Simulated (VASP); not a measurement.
Band structure of NaH (rock salt). Calculation: AM05 GGA, VASP's PBE PAW potentials (set 64) (plane waves; VASP).

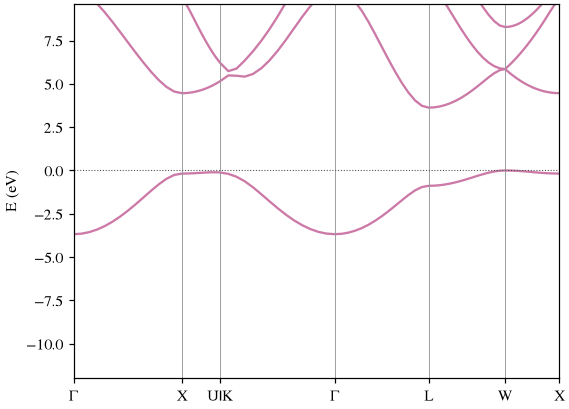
Figure. Bands along high-symmetry lines, zero at the valence-band maximum or, without a gap, the Fermi level

Task: Read the plot: is there a gap, and where are the band edges?

Result: The gap is indirect, 3.63 eV, from the valence maximum at W to the conduction minimum at L. (Edges off the drawn lines would not show.)

The compound is NaH in the rock salt structure. It was relaxed first.
